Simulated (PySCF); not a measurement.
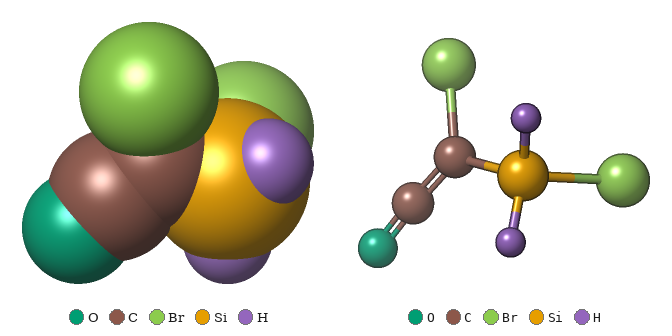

Both panels show the same species.

The computed structure is the end point of a GFN2-xTB optimisation. No frequency run is at hand to confirm it as a minimum.

What does the picture show?

The molecule is C2H2Br2OSi. As SMILES it reads `O=C=C(Br)[SiH2]Br`. It has no ring. Among its groups: C–Br bond, Si–H bond. This geometry has C1 symmetry. Coordination: 1 C linear; 1 C trigonal planar; 1 Si tetrahedral.
